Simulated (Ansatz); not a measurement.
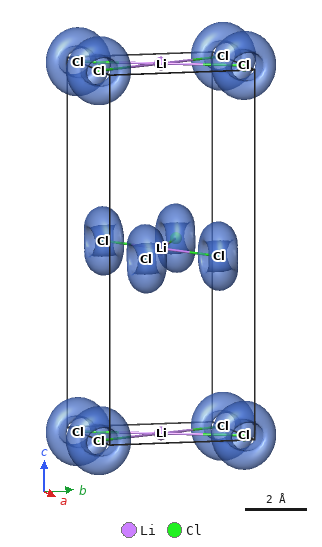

LiCl$_{2}$. Isosurface of the electron localisation function at 0.85 (blue), seen slightly off an axis. Only the valence region is drawn (cores and ρ < 0.01 e/Å³ removed). Sticks mark near contacts.

Space group P4₂/mmc; started from the random prototype, which need not be the ambient phase.

Method: DFT PBE, scalar-relativistic, plane waves, PAW in Ansatz.

```
Li Cl
1.0
     4.99194    0.00000    0.00000
     0.00000    4.99194    0.00000
     0.00000    0.00000   12.30928
Li Cl
2 4
Direct
  0.50000 0.50000 0.00000
  0.50000 0.50000 0.50000
  0.24943 0.00000 0.00000
  0.75057 0.00000 0.00000
  0.00000 0.24943 0.50000
  0.00000 0.75057 0.50000
```

What do the ELF domains correspond to?

Answer. The ELF exceeds this value in four regions wrapped around Cl (the valence shell of each), counted in one cell of 6 atoms. Regions shared between cells count once. Profiles from the grid: Li–Cl (2.79 Å): the ELF peaks at about 0.90 in the valence shell of Cl, 0.8 Å from its nucleus, and is about 0.60 at the midpoint.
